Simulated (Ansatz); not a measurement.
C2H8AlBFN: geometry relaxation

C2H8AlBFN, SMILES CB[CH2][Al]([NH2])[F], computed with RKS B3LYP-D4/6-31G* (Ansatz 0.2.0).

It belongs to a series of runs on one base structure; here: end point B relaxed. Figures and captions count atoms from 1; the log counts them from 0 in places.

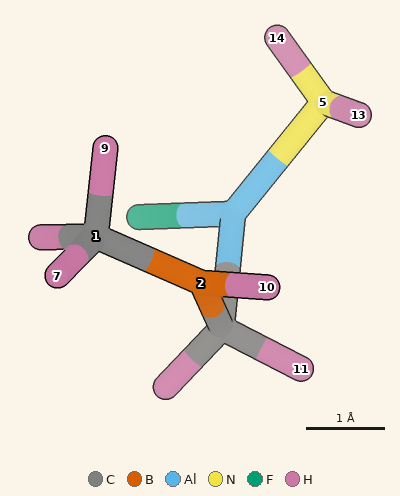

Figure 1. The input geometry (stick view, seen at an oblique angle; atoms are numbered from 1 in the order of the input). Sticks mark near contacts. Bond lengths as drawn: Al–C 1.99 Å, Al–F 1.85 Å, Al–N 1.86 Å, B–C 1.52 to 1.59 Å, B–H 1.20 Å, C–H 1.08 to 1.19 Å and H–N 1.03 to 1.04 Å.

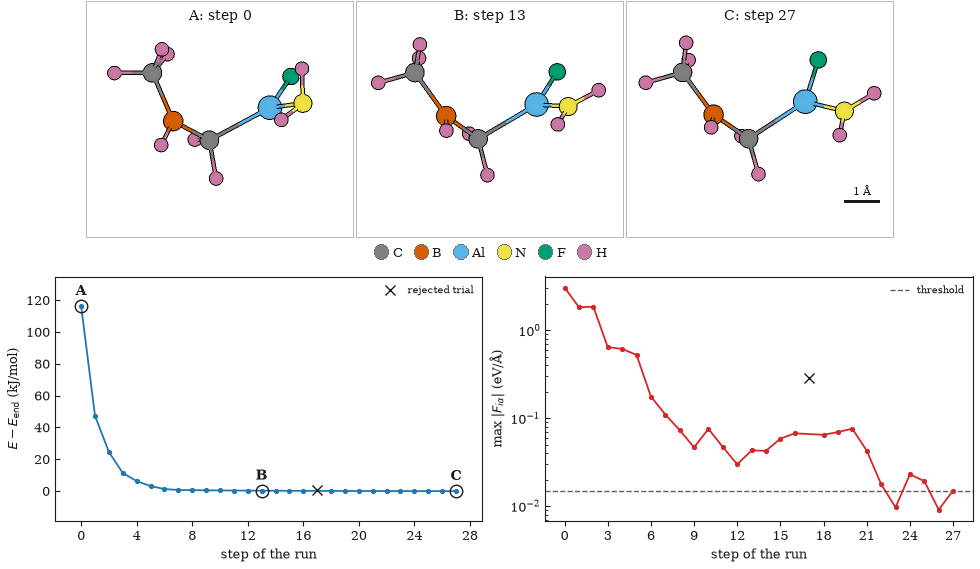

Figure 2. Frames of the relaxation (ball-and-stick view, seen at an oblique angle) above the curves, on which the letters mark them (the first geometry is step 0 here and step 1 in the log).

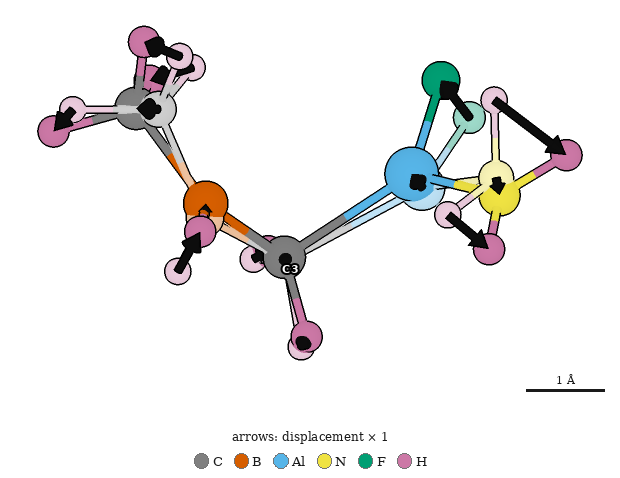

Figure 3. Start (faint) and end (solid) with the displacements as black arrows, at true length (ball-and-stick view, seen at an oblique angle). The two geometries are laid on each other by the best rigid fit. H14 moves most after the best rigid fit: 1.18 Å. Largest moves by element: H 1.18 Å, F 0.87 Å, C 0.39 Å, Al 0.30 Å, N 0.23 Å, B 0.19 Å. Distances before and after: Al4–F6 1.854 → 1.662 Å, Al4–N5 1.859 → 1.770 Å, C1–H9 1.187 → 1.100 Å, C1–H8 1.150 → 1.097 Å. Among the angles that change: Al4–N5–H13 103.2° → 124.3°, Al4–N5–H14 105.9° → 125.1°, Al4–C3–H12 115.0° → 104.3°. Over 27 geometry steps the energy falls by 116.3 kJ/mol. The largest force component goes from 3.1 to 0.015 eV/Å. The line search rejected the trial step at point 17 (counted from 0) and went back. (Atoms are counted from 1 in the order of the input.)

These pictures come from the run below.

The input
```yaml
crystal:
  periodic: [false, false, false]
  atoms:
    - { symbol: C, position_ang: [-1.0112, 1.6815, 0.2372] }
    - { symbol: B, position_ang: [0.0976, 0.8971, 0.9301] }
    - { symbol: C, position_ang: [1.56044, 0.88394, 0.31508] }
    - { symbol: Al, position_ang: [2.43834, 2.65025, 0.57986] }
    - { symbol: "N", position_ang: [2.60919, 3.49536, 2.22722] }
    - { symbol: F, position_ang: [2.98519, 3.52248, -0.96171] }
    - { symbol: H, position_ang: [-1.8659, 1.0546, -0.0594] }
    - { symbol: H, position_ang: [-0.6195, 2.2386, -0.6891] }
    - { symbol: H, position_ang: [-1.4364, 2.514, 0.9689] }
    - { symbol: H, position_ang: [-0.14868, 0.26185, 1.91407] }
    - { symbol: H, position_ang: [2.17883, 0.11951, 0.90605] }
    - { symbol: H, position_ang: [1.54309, 0.53211, -0.70431] }
    - { symbol: H, position_ang: [2.11552, 2.8522, 2.87654] }
    - { symbol: H, position_ang: [2.00717, 4.33339, 2.17909] }
basis:
  gaussian: { orbitals: "6-31G*" }
hamiltonian:
  xc: b3lyp
  dispersion: d4
relax:
  f_tol: 0.015
  max_steps: 40
```

Command:
```bash
ansatz run input.yaml --threads 2 --pin off --max-ram 3072MiB --backend cpu --events-out ev --progress --plain --runs-dir out
```

The program's output
```
The last accepted step is kept in [file] (removed where the run ends without a failure and the disk answers)
Engine: ansatz 0.2.0, x86_64-unknown-linux-gnu
Functional definition: B3LYP
  parameter a0 = 0.2
  parameter ax = 0.72
  parameter ac = 0.81
  exchange = (1 - a0 - ax)*slater_x + ax*b88_x + a0*exact_x
  correlation = (1 - ac)*vwn_rpa_c + ac*lyp_c
1230 factors; integrals over basis functions are off by at most 3.8e-4 eV
mean field evaluation 1: about -13672.0607 eV, gradient 8.5e1 eV
mean field evaluation 2: about -13651.5820 eV, gradient 1.2e2 eV
mean field evaluation 4: about -13687.0273 eV, gradient 6.6e0 eV
mean field evaluation 8: about -13687.1407 eV, gradient 8.9e-2 eV
mean field evaluation 16: about -13687.1407 eV, gradient 3.6e-5 eV
mean field -13687.14071751 eV, -502.9931438915 hartree, gradient 3.6e-5 eV, S^2 0.000000; 0 other end points of the search recorded, 0 dependent functions left out
the calculation of the forces begins
reference -13687.14100498 eV, -502.9931544557 hartree; 27, 27 occupied and 83, 83 virtual orbitals, 1230 factors
relax step   1: F+E_penalty+E_count = -13687.56131333 eV  Δ(F+E_penalty+E_count) = +0.000e0 eV  max|allowed force component| = 3.067e0 eV/Å  Δτ_max = 0.0000 Å  (27 SCF iters, accepted)
these checks for a lower state are left out or cut short: starts, cluster_reference, orbital_swaps, neighbouring_geometries, increment
1230 factors; integrals over basis functions are off by at most 4.2e-4 eV
mean field -13687.85289738 eV, -503.0193160189 hartree, gradient 1.2e-5 eV, S^2 0.000000; 0 other end points of the search recorded, 0 dependent functions left out
[... from here on the field's lines of each further geometry are left out, up to the last ...]
relax step   2: F+E_penalty+E_count = -13688.27700212 eV  Δ(F+E_penalty+E_count) = -7.157e-1 eV  max|allowed force component| = 1.831e0 eV/Å  Δτ_max = 0.1916 Å  (30 SCF iters, accepted)
relax step   3: F+E_penalty+E_count = -13688.51218614 eV  Δ(F+E_penalty+E_count) = -2.352e-1 eV  max|allowed force component| = 1.858e0 eV/Å  Δτ_max = 0.1910 Å  (29 SCF iters, accepted)
relax step   4: F+E_penalty+E_count = -13688.64891409 eV  Δ(F+E_penalty+E_count) = -1.367e-1 eV  max|allowed force component| = 6.447e-1 eV/Å  Δτ_max = 0.1999 Å  (28 SCF iters, accepted)
relax step   5: F+E_penalty+E_count = -13688.70149956 eV  Δ(F+E_penalty+E_count) = -5.259e-2 eV  max|allowed force component| = 6.147e-1 eV/Å  Δτ_max = 0.1478 Å  (29 SCF iters, accepted)
relax step   6: F+E_penalty+E_count = -13688.73391024 eV  Δ(F+E_penalty+E_count) = -3.241e-2 eV  max|allowed force component| = 5.260e-1 eV/Å  Δτ_max = 0.2000 Å  (28 SCF iters, accepted)
relax step   7: F+E_penalty+E_count = -13688.75309500 eV  Δ(F+E_penalty+E_count) = -1.918e-2 eV  max|allowed force component| = 1.765e-1 eV/Å  Δτ_max = 0.2000 Å  (27 SCF iters, accepted)
relax step   8: F+E_penalty+E_count = -13688.75947097 eV  Δ(F+E_penalty+E_count) = -6.376e-3 eV  max|allowed force component| = 1.102e-1 eV/Å  Δτ_max = 0.0592 Å  (25 SCF iters, accepted)
relax step   9: F+E_penalty+E_count = -13688.76023345 eV  Δ(F+E_penalty+E_count) = -7.625e-4 eV  max|allowed force component| = 7.303e-2 eV/Å  Δτ_max = 0.0472 Å  (27 SCF iters, accepted)
relax step  10: F+E_penalty+E_count = -13688.76159358 eV  Δ(F+E_penalty+E_count) = -1.360e-3 eV  max|allowed force component| = 4.658e-2 eV/Å  Δτ_max = 0.0369 Å  (26 SCF iters, accepted)
relax step  11: F+E_penalty+E_count = -13688.76224782 eV  Δ(F+E_penalty+E_count) = -6.542e-4 eV  max|allowed force component| = 7.556e-2 eV/Å  Δτ_max = 0.0473 Å  (26 SCF iters, accepted)
relax step  12: F+E_penalty+E_count = -13688.76286925 eV  Δ(F+E_penalty+E_count) = -6.214e-4 eV  max|allowed force component| = 4.687e-2 eV/Å  Δτ_max = 0.0328 Å  (26 SCF iters, accepted)
relax step  13: F+E_penalty+E_count = -13688.76347092 eV  Δ(F+E_penalty+E_count) = -6.017e-4 eV  max|allowed force component| = 2.989e-2 eV/Å  Δτ_max = 0.0391 Å  (26 SCF iters, accepted)
relax step  14: F+E_penalty+E_count = -13688.76398407 eV  Δ(F+E_penalty+E_count) = -5.131e-4 eV  max|allowed force component| = 4.293e-2 eV/Å  Δτ_max = 0.0643 Å  (26 SCF iters, accepted)
relax step  15: F+E_penalty+E_count = -13688.76432625 eV  Δ(F+E_penalty+E_count) = -3.422e-4 eV  max|allowed force component| = 4.256e-2 eV/Å  Δτ_max = 0.0390 Å  (25 SCF iters, accepted)
relax step  16: F+E_penalty+E_count = -13688.76481625 eV  Δ(F+E_penalty+E_count) = -4.900e-4 eV  max|allowed force component| = 5.856e-2 eV/Å  Δτ_max = 0.0694 Å  (25 SCF iters, accepted)
relax step  17: F+E_penalty+E_count = -13688.76506981 eV  Δ(F+E_penalty+E_count) = -2.536e-4 eV  max|allowed force component| = 6.722e-2 eV/Å  Δτ_max = 0.0417 Å  (26 SCF iters, accepted)
relax step  18: F+E_penalty+E_count = -13688.76056085 eV  Δ(F+E_penalty+E_count) = +4.509e-3 eV  max|allowed force component| = 2.844e-1 eV/Å  Δτ_max = 0.1997 Å  (28 SCF iters, rejected (line search))
relax step  19: F+E_penalty+E_count = -13688.76565636 eV  Δ(F+E_penalty+E_count) = -5.866e-4 eV  max|allowed force component| = 6.469e-2 eV/Å  Δτ_max = 0.0789 Å  (25 SCF iters, accepted)
relax step  20: F+E_penalty+E_count = -13688.76573270 eV  Δ(F+E_penalty+E_count) = -7.634e-5 eV  max|allowed force component| = 6.954e-2 eV/Å  Δτ_max = 0.0729 Å  (26 SCF iters, accepted)
relax step  21: F+E_penalty+E_count = -13688.76604740 eV  Δ(F+E_penalty+E_count) = -3.147e-4 eV  max|allowed force component| = 7.594e-2 eV/Å  Δτ_max = 0.0363 Å  (26 SCF iters, accepted)
relax step  22: F+E_penalty+E_count = -13688.76623035 eV  Δ(F+E_penalty+E_count) = -1.830e-4 eV  max|allowed force component| = 4.270e-2 eV/Å  Δτ_max = 0.0074 Å  (23 SCF iters, accepted)
relax step  23: F+E_penalty+E_count = -13688.76629302 eV  Δ(F+E_penalty+E_count) = -6.267e-5 eV  max|allowed force component| = 1.773e-2 eV/Å  Δτ_max = 0.0132 Å  (24 SCF iters, accepted)
relax step  24: F+E_penalty+E_count = -13688.76644575 eV  Δ(F+E_penalty+E_count) = -1.527e-4 eV  max|allowed force component| = 9.658e-3 eV/Å  Δτ_max = 0.0203 Å  (23 SCF iters, accepted)
relax step  25: F+E_penalty+E_count = -13688.76652205 eV  Δ(F+E_penalty+E_count) = -7.630e-5 eV  max|allowed force component| = 2.294e-2 eV/Å  Δτ_max = 0.0525 Å  (26 SCF iters, accepted)
relax step  26: F+E_penalty+E_count = -13688.76662789 eV  Δ(F+E_penalty+E_count) = -1.058e-4 eV  max|allowed force component| = 1.923e-2 eV/Å  Δτ_max = 0.0305 Å  (26 SCF iters, accepted)
relax step  27: F+E_penalty+E_count = -13688.76671291 eV  Δ(F+E_penalty+E_count) = -8.501e-5 eV  max|allowed force component| = 9.102e-3 eV/Å  Δτ_max = 0.0244 Å  (26 SCF iters, accepted)
the calculation of the forces begins
reference -13688.34336298 eV, -503.0373402972 hartree; 27, 27 occupied and 83, 83 virtual orbitals, 1230 factors
relax step  28: F+E_penalty+E_count = -13688.76675817 eV  Δ(F+E_penalty+E_count) = -4.526e-5 eV  max|allowed force component| = 1.495e-2 eV/Å  Δτ_max = 0.0534 Å  (26 SCF iters, accepted)
1230 factors; integrals over basis functions are off by at most 4.4e-4 eV
mean field -13688.34307612 eV, -503.0373297551 hartree, gradient 6.7e-5 eV, S^2 0.000000; 1 other end points of the search recorded, 0 dependent functions left out
the calculation of the forces begins
reference -13688.34336298 eV, -503.0373402972 hartree; 27, 27 occupied and 83, 83 virtual orbitals, 1230 factors
Total energy: -13688.76704503 eV, -503.0529103253 hartree
Atom 0 at    -1.156327     1.498837    -0.079361 Å, force    -0.003568     0.011848     0.001932 eV/Å
Atom 1 at     0.007871     1.060164     0.886912 Å, force    -0.012021    -0.008475     0.002919 eV/Å
Atom 2 at     1.469568     0.922442     0.439985 Å, force     0.005926    -0.002826     0.008301 eV/Å
Atom 3 at     2.178221     2.741267     0.696946 Å, force     0.014946     0.009890    -0.002125 eV/Å
Atom 4 at     2.768838     3.330764     2.258360 Å, force    -0.006016    -0.009545     0.004471 eV/Å
Atom 5 at     2.258364     3.781956    -0.595802 Å, force    -0.005016    -0.007794     0.007505 eV/Å
Atom 6 at    -1.889385     0.678973    -0.140444 Å, force     0.004345     0.002304    -0.001392 eV/Å
Atom 7 at    -0.844006     1.742780    -1.101865 Å, force    -0.002220    -0.002131     0.001510 eV/Å
Atom 8 at    -1.720752     2.351095     0.325862 Å, force     0.003131    -0.008457    -0.004192 eV/Å
Atom 9 at    -0.257634     0.883881     2.049006 Å, force     0.003159     0.004934    -0.001125 eV/Å
Atom 10 at     2.102759     0.283830     1.067827 Å, force    -0.000624     0.004800    -0.004631 eV/Å
Atom 11 at     1.625493     0.718592    -0.626976 Å, force    -0.000513     0.003092    -0.001081 eV/Å
Atom 12 at     2.753102     2.791544     3.115184 Å, force    -0.000067     0.003140    -0.008423 eV/Å
Atom 13 at     3.157579     4.250763     2.423957 Å, force    -0.001462    -0.000779    -0.003668 eV/Å
Dipole moment:     0.164619    -0.126661     0.316832 e Å
```

Trajectory as extended XYZ (Å, eV, eV/Å), 8 of the 28 frames kept, from step=1 to step=28
```
14
Properties=species:S:1:pos:R:3:forces:R:3 step=1 energy=-13687.56131
C    -1.0112    1.6815    0.2372   -0.8422   2.7791  -0.5105
B     0.0976    0.8971    0.9301    1.2380  -0.5483  -0.1250
C     1.5604    0.8839    0.3151    0.4783  -0.9521   2.3004
Al    2.4383    2.6503    0.5799    0.8332   1.4335  -2.6891
N     2.6092    3.4954    2.2272   -1.1722  -0.7995  -0.9271
F     2.9852    3.5225   -0.9617   -1.0075  -1.5626   3.0672
H    -1.8659    1.0546   -0.0594   -0.0053   0.1615   0.1109
H    -0.6195    2.2386   -0.6891   -0.7132  -0.6680   1.0668
H    -1.4364    2.5140    0.9689    0.6240  -1.5637  -1.2878
H    -0.1487    0.2619    1.9141    0.0533   0.0845   0.2298
H     2.1788    0.1195    0.9061   -0.4989   0.8848  -0.6934
H     1.5431    0.5321   -0.7043    0.0715   0.3004  -0.7848
H     2.1155    2.8522    2.8765    0.4200   0.5204  -0.0378
H     2.0072    4.3334    2.1791    0.5209  -0.0699   0.2805
14
Properties=species:S:1:pos:R:3:forces:R:3 step=5 energy=-13688.70150
C    -1.0181    1.6632    0.1642   -0.0002  -0.0415  -0.0510
B     0.1553    0.9026    0.9055   -0.0998   0.0197  -0.0776
C     1.5727    0.8011    0.3173   -0.1654  -0.0410  -0.0257
Al    2.2678    2.6222    0.5931    0.2437  -0.0203   0.0158
N     2.4317    3.3934    2.1878   -0.2311   0.4778  -0.1283
F     2.7989    3.4812   -0.7297   -0.0823  -0.0085   0.0611
H    -1.8979    1.0018    0.1074    0.0442   0.0696  -0.0352
H    -0.7804    2.0054   -0.8541   -0.0281  -0.0289   0.0701
H    -1.3610    2.5382    0.7411    0.0351  -0.0839   0.0112
H    -0.0852    0.4445    1.9919    0.0723   0.0750   0.0614
H     2.2402    0.0595    0.7706    0.0193   0.0722  -0.0040
H     1.5840    0.7256   -0.7797    0.0624   0.0084   0.0237
H     1.9844    2.9920    3.0063    0.1210   0.1159   0.0179
H     2.5613    4.4061    2.2979    0.0089  -0.6147   0.0607
14
Properties=species:S:1:pos:R:3:forces:R:3 step=9 energy=-13688.76023
C    -1.1034    1.5766    0.1017   -0.0207   0.0552  -0.0568
B     0.1393    1.0304    0.9014   -0.0186  -0.0191  -0.0084
C     1.5366    0.8707    0.2876    0.0133   0.0071  -0.0052
Al    2.3157    2.6553    0.5934   -0.0555  -0.0155  -0.0552
N     2.4106    3.3684    2.2079    0.0245   0.0018   0.0334
F     2.8348    3.5674   -0.6944    0.0197  -0.0173   0.0069
H    -1.9025    0.8184    0.1120    0.0220   0.0226   0.0056
H    -0.9056    1.8382   -0.9475   -0.0087  -0.0180   0.0730
H    -1.5391    2.4556    0.6022    0.0022  -0.0485  -0.0284
H    -0.0079    0.7945    2.0735    0.0057   0.0074   0.0161
H     2.2060    0.1689    0.7999    0.0080   0.0080   0.0079
H     1.5720    0.7288   -0.7992    0.0044   0.0071  -0.0072
H     2.0640    2.9061    3.0393    0.0158  -0.0083   0.0165
H     2.8332    4.2576    2.4417   -0.0120   0.0176   0.0019
14
Properties=species:S:1:pos:R:3:forces:R:3 step=13 energy=-13688.76347
C    -1.1290    1.5542    0.0629   -0.0077  -0.0105   0.0299
B     0.1094    1.0537    0.9000   -0.0104   0.0214  -0.0050
C     1.5153    0.8899    0.3086    0.0157  -0.0053   0.0032
Al    2.2949    2.6734    0.6115   -0.0056   0.0084   0.0101
N     2.4965    3.3544    2.2335    0.0059   0.0049  -0.0269
F     2.7622    3.5963   -0.6885    0.0000   0.0043   0.0149
H    -1.8888    0.7565    0.0503    0.0091   0.0094  -0.0034
H    -0.9088    1.8173   -0.9785    0.0011   0.0041  -0.0110
H    -1.6261    2.4094    0.5432    0.0067  -0.0121  -0.0078
H    -0.0462    0.8584    2.0790   -0.0065  -0.0108  -0.0042
H     2.1840    0.2039    0.8438   -0.0055  -0.0004   0.0065
H     1.5731    0.7352   -0.7756   -0.0033  -0.0008   0.0019
H     2.2117    2.8790    3.0810    0.0033   0.0001  -0.0070
H     2.9054    4.2554    2.4485   -0.0028  -0.0127  -0.0012
14
Properties=species:S:1:pos:R:3:forces:R:3 step=16 energy=-13688.76482
C    -1.1472    1.5350    0.0187   -0.0149  -0.0045  -0.0119
B     0.0723    1.0657    0.8992   -0.0088  -0.0028   0.0017
C     1.4966    0.9057    0.3502    0.0173  -0.0007   0.0131
Al    2.2687    2.6957    0.6314    0.0159   0.0563   0.0085
N     2.5923    3.3486    2.2470   -0.0212  -0.0490  -0.0177
F     2.6319    3.6543   -0.6788   -0.0181  -0.0418   0.0586
H    -1.8694    0.7039   -0.0388    0.0156   0.0201   0.0032
H    -0.8944    1.8203   -1.0103   -0.0035  -0.0021   0.0181
H    -1.7023    2.3603    0.4868    0.0104  -0.0121  -0.0083
H    -0.1170    0.8763    2.0744    0.0011   0.0029  -0.0084
H     2.1517    0.2329    0.9183   -0.0070   0.0056  -0.0092
H     1.5816    0.7288   -0.7290   -0.0009   0.0009   0.0033
H     2.3807    2.8590    3.1090    0.0119   0.0233  -0.0533
H     3.0082    4.2506    2.4415    0.0022   0.0041   0.0023
14
Properties=species:S:1:pos:R:3:forces:R:3 step=20 energy=-13688.76573
C    -1.1434    1.5291   -0.0226    0.0047   0.0071   0.0010
B     0.0452    1.0557    0.8977    0.0074  -0.0399  -0.0128
C     1.4887    0.9036    0.3961   -0.0389  -0.0031  -0.0008
Al    2.2148    2.7149    0.6563    0.0654   0.0406   0.0037
N     2.6645    3.3439    2.2508   -0.0218  -0.0383   0.0071
F     2.4458    3.7040   -0.6609   -0.0214  -0.0312   0.0588
H    -1.8723    0.7065   -0.0985    0.0054   0.0017   0.0022
H    -0.8568    1.8099   -1.0436   -0.0027  -0.0012   0.0071
H    -1.7035    2.3614    0.4261    0.0009  -0.0010  -0.0037
H    -0.1848    0.8567    2.0638    0.0042   0.0157  -0.0069
H     2.1365    0.2467    0.9893   -0.0044   0.0126  -0.0008
H     1.6042    0.7167   -0.6792   -0.0002   0.0075   0.0116
H     2.5477    2.8317    3.1183    0.0081   0.0395  -0.0695
H     3.0673    4.2562    2.4260   -0.0068  -0.0100   0.0032
14
Properties=species:S:1:pos:R:3:forces:R:3 step=24 energy=-13688.76645
C    -1.1450    1.5228   -0.0367    0.0020   0.0035   0.0018
B     0.0369    1.0552    0.8943   -0.0021  -0.0097  -0.0021
C     1.4846    0.9059    0.4066   -0.0041   0.0018   0.0025
Al    2.2096    2.7180    0.6667    0.0027   0.0074  -0.0066
N     2.6889    3.3408    2.2523    0.0006  -0.0033   0.0036
F     2.3924    3.7243   -0.6426   -0.0024  -0.0048   0.0032
H    -1.8782    0.7037   -0.1061   -0.0006  -0.0012  -0.0004
H    -0.8527    1.7919   -1.0588    0.0000  -0.0005  -0.0013
H    -1.7021    2.3631    0.4009   -0.0015   0.0003  -0.0006
H    -0.2015    0.8641    2.0596    0.0012   0.0048   0.0002
H     2.1276    0.2523    1.0081    0.0017   0.0017   0.0006
H     1.6102    0.7159   -0.6667    0.0014  -0.0002  -0.0019
H     2.6001    2.8219    3.1169    0.0007  -0.0009   0.0021
H     3.0829    4.2571    2.4252    0.0005   0.0010  -0.0012
14
Properties=species:S:1:pos:R:3:forces:R:3 step=28 energy=-13688.76676
C    -1.1563    1.4988   -0.0794   -0.0036   0.0118   0.0019
B     0.0079    1.0602    0.8869   -0.0120  -0.0085   0.0029
C     1.4696    0.9224    0.4400    0.0059  -0.0028   0.0083
Al    2.1782    2.7413    0.6969    0.0149   0.0099  -0.0021
N     2.7688    3.3308    2.2584   -0.0060  -0.0095   0.0045
F     2.2584    3.7820   -0.5958   -0.0050  -0.0078   0.0075
H    -1.8894    0.6790   -0.1404    0.0043   0.0023  -0.0014
H    -0.8440    1.7428   -1.1019   -0.0022  -0.0021   0.0015
H    -1.7208    2.3511    0.3259    0.0031  -0.0085  -0.0042
H    -0.2576    0.8839    2.0490    0.0032   0.0049  -0.0011
H     2.1028    0.2838    1.0678   -0.0006   0.0048  -0.0046
H     1.6255    0.7186   -0.6270   -0.0005   0.0031  -0.0011
H     2.7531    2.7915    3.1152   -0.0001   0.0031  -0.0084
H     3.1576    4.2508    2.4240   -0.0015  -0.0008  -0.0037
```

Key numbers

```json
{"quantity": "outcome", "value": "converged"}
{"quantity": "total energy", "value": "−13688.7670 eV"}
{"quantity": "mean-field energy", "value": "−13688.3434 eV"}
{"quantity": "largest force (length of the vector) at the end", "value": "0.018 eV/Å"}
{"quantity": "hardware", "value": "2 threads of Intel Xeon (Granite Rapids), 16 GiB of memory available, shared host"}
{"quantity": "wall time", "value": "64 s (CPU time 2 min)"}
{"quantity": "peak memory", "value": "0.27 GiB"}
```
